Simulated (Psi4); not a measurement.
# MP2/cc-pVDZ run of C2ClF3 (chlorotrifluoroethylene)

Aim: the energy change on altering one bond length of C2ClF3 (chlorotrifluoroethylene) at MP2/cc-pVDZ, from 2 runs. 

The results are computed with Psi4 1.11.

2 further runs of the same task are left out: 2 set aside as unsound or not needed.

## Step 1: The structure to begin with

C2ClF3: 6 atoms, total charge 0, spin state singlet. SMILES: `FC(F)=C(F)Cl`. The coordinates come from a PBE0-D4/def2-TZVP relaxation.

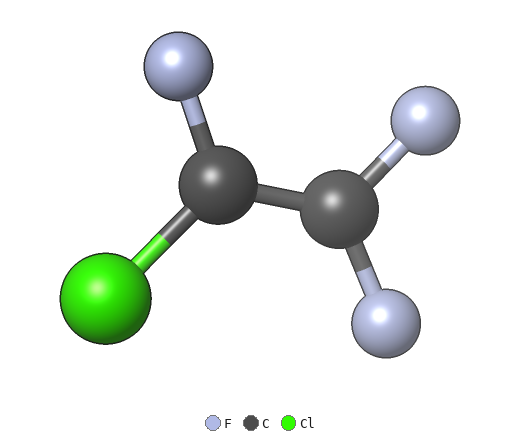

The structure, seen from a chosen angle (fluorine light blue, carbon dark grey, chlorine green).

## Step 2: The energy at MP2/cc-pVDZ

input.inp reads:

```
memory 2200 mb

molecule {
  0 1
  F
  C 1 1.308474
  F 2 1.306727 1 112.56842
  C 2 1.324154 3 124.08591 1 179.99759
  F 4 1.324339 2 120.28642 3 -179.99774
  Cl 4 1.6928 2 123.92182 3 -0.00394
  symmetry c1
  no_reorient
  no_com
}

set globals {
  reference       rhf
  puream          true
  e_convergence   1e-09
  d_convergence   1e-08
  scf_type        pk
  num_frozen_docc 10
  mp2_type        conv
}

energy_value, wavefunction = energy("mp2/cc-pVDZ", return_wfn=True)
```

Launch:

```sh
$ psi4 -i input.inp -o input.out -n 1
```

input.out (excerpt; [...] marks lines left out):

```text
[...]
  Running in c1 symmetry.
[...]
  Nuclear repulsion =  295.745219132452348
[...]
  Multiplicity = 1
[...]
  Nalpha       = 28
  Nbeta        = 28
[...]
    Number of basis functions: 88
[...]
   @RHF iter   1:  -833.43584748152830   -2.83577e-01   4.55749e-03 DIIS/ADIIS
[...]
   @RHF iter  12:  -833.50486650958828   -1.81899e-12   6.38988e-09 DIIS
[...]
    Orbital Energies [Eh]
    ---------------------
    Doubly Occupied:
       1A   -104.877644     2A    -26.375409     3A    -26.372169
       4A    -26.354903     5A    -11.452300     6A    -11.406600
       7A    -10.605155     8A     -8.072961     9A     -8.069096
      10A     -8.068888    11A     -1.734613    12A     -1.680088
      13A     -1.668647    14A     -1.204169    15A     -1.065986
      16A     -0.902259    17A     -0.834770    18A     -0.820332
      19A     -0.793611    20A     -0.733117    21A     -0.732313
      22A     -0.711363    23A     -0.709650    24A     -0.684733
      25A     -0.611120    26A     -0.537664    27A     -0.503124
      28A     -0.384302
[...]
  @RHF Final Energy:  -833.50486650958828
   => Energetics <=
    Nuclear Repulsion Energy =            295.7452191324523483
    One-Electron Energy =               -1742.5661986931534102
    Two-Electron Energy =                 613.3161130511127794
    Total Energy =                       -833.5048665095882825
[...]
 Multipole Moments:
 ------------------------------------------------------------------------------------
     Multipole            Electronic (a.u.)      Nuclear  (a.u.)        Total (a.u.)
 ------------------------------------------------------------------------------------
 L = 1.  Multiply by 2.5417464519 to convert [e a0] to [Debye]
 Dipole X            :          0.0000479           -0.0000337            0.0000143
 Dipole Y            :         -0.4306981            0.3110071           -0.1196910
 Dipole Z            :         -0.8495709            1.0201829            0.1706120
 Magnitude           :                                                    0.2084092
[...]
	SCS-MP2 Total Energy (a.u.)        :  -834.41005890304643
	SOS-MP2 Total Energy (a.u.)        :  -834.32350746577333
	SCSN-MP2 Total Energy (a.u.)       :  -833.96185809839039
[...]
	SOS-PI-MP2 Total Energy (a.u.)     :  -834.45994762513760
[...]
	MP2 Total Energy (a.u.)            :  -834.44672161822859
[...]
```

Run time: 19 s. Hardware: 1 thread of Intel Xeon Platinum 8259CL at 2.50GHz (Skylake/Cascade Lake), shared host; peak memory 0.49 GiB.

## Step 3: The distorted shape, same level

run_ase.py reads:

```python
import numpy as np
from ase.calculators.psi4 import Psi4
from ase import Atoms

atoms = Atoms(['F', 'C', 'F', 'C', 'F', 'Cl'], positions=[
    [0.585555, -1.677065, 0.217926],
    [-0.254195, -0.680415, 0.334596],
    [-1.340765, -1.013045, 0.979776],
    [-0.020325, 0.529085, -0.150994],
    [1.278540, 0.821980, -0.890380],
    [-1.095955, 1.828445, -0.008674],
])
calc = Psi4(atoms=atoms, method='mp2', basis='cc-pVDZ', memory='2200MB', num_threads=1, charge=0, multiplicity=1, label='c2clf3')
calc.psi4.set_options({'puream': True, 'e_convergence': 1e-09, 'd_convergence': 1e-08, 'scf_type': 'pk', 'num_frozen_docc': 10, 'mp2_type': 'conv'})
atoms.calc = calc

print(f'energy: {atoms.get_potential_energy():.6f} eV')
```

Launch:

```sh
$ python run_ase.py
```

c2clf3.dat (excerpt; [...] marks lines left out):

```text
[...]
  Running in c1 symmetry.
[...]
  Nuclear repulsion =  288.950452344180235
[...]
  Multiplicity = 1
[...]
  Nalpha       = 28
  Nbeta        = 28
[...]
    Number of basis functions: 88
[...]
   @RHF iter   1:  -833.39188138364102   -5.74308e-01   4.98064e-03 DIIS/ADIIS
[...]
   @RHF iter  13:  -833.47770461540279    0.00000e+00   3.53395e-09 DIIS
[...]
    Orbital Energies [Eh]
    ---------------------
    Doubly Occupied:
       1A   -104.889162     2A    -26.391041     3A    -26.382144
       4A    -26.328015     5A    -11.474647     6A    -11.417369
       7A    -10.615893     8A     -8.083713     9A     -8.079797
      10A     -8.079534    11A     -1.746571    12A     -1.681919
      13A     -1.587229    14A     -1.214268    15A     -1.072762
      16A     -0.906848    17A     -0.838297    18A     -0.801194
      19A     -0.777630    20A     -0.721938    21A     -0.703846
      22A     -0.699378    23A     -0.676664    24A     -0.670215
      25A     -0.620035    26A     -0.550301    27A     -0.508130
      28A     -0.401050
[...]
  @RHF Final Energy:  -833.47770461540279
   => Energetics <=
    Nuclear Repulsion Energy =            288.9504523441802348
    One-Electron Energy =               -1729.0171338110467332
    Two-Electron Energy =                 606.5889768514638263
    Total Energy =                       -833.4777046154027857
[...]
 Multipole Moments:
 ------------------------------------------------------------------------------------
     Multipole            Electronic (a.u.)      Nuclear  (a.u.)        Total (a.u.)
 ------------------------------------------------------------------------------------
 L = 1.  Multiply by 2.5417464519 to convert [e a0] to [Debye]
 Dipole X            :          0.0055868           -0.5135108           -0.5079240
 Dipole Y            :         -1.0079936            0.9486434           -0.0593502
 Dipole Z            :          0.3043524           -0.0320281            0.2723243
 Magnitude           :                                                    0.5793701
[...]
	SCS-MP2 Total Energy (a.u.)        :  -834.39293050140225
	SOS-MP2 Total Energy (a.u.)        :  -834.37494618293556
	SCSN-MP2 Total Energy (a.u.)       :  -833.93707993049009
[...]
	SOS-PI-MP2 Total Energy (a.u.)     :  -834.44396476505347
[...]
	MP2 Total Energy (a.u.)            :  -834.42889913833596
[...]
```

The script printed:

```text
energy: -22705.966884 eV
```

It took 19 s on 1 thread of Intel Xeon Platinum 8259CL at 2.50GHz (Skylake/Cascade Lake), shared host; peak memory 0.48 GiB.

## Step 4: Summary of results

Level: MP2/cc-pVDZ, 10 core orbitals frozen.

| quantity | value |
| --- | --- |
| first shape: total energy | -834.44672 Eh |
| first shape: HOMO energy (Hartree–Fock orbitals) | -10.46 eV |
| first shape: LUMO energy (Hartree–Fock orbitals) | 4.67 eV |
| first shape: HOMO–LUMO gap (Hartree–Fock orbitals) | 15.13 eV |
| first shape: correlation energy (10 core orbitals frozen) | -941.9 mEh |
| distorted shape: total energy | -834.42890 Eh |
| distorted shape: HOMO energy (Hartree–Fock orbitals) | -10.91 eV |
| distorted shape: LUMO energy (Hartree–Fock orbitals) | 4.21 eV |
| distorted shape: HOMO–LUMO gap (Hartree–Fock orbitals) | 15.12 eV |
| distorted shape: correlation energy (10 core orbitals frozen) | -951.2 mEh |
| energy change with the C4–F5 bond stretched from 1.324 to 1.523 Å | 0.485 eV |

What this shows: With the C4–F5 bond stretched from 1.324 to 1.523 Å the energy rises by 0.48 eV (11.2 kcal/mol). The first shape isn't relaxed at this level, so the change isn't measured from a minimum.
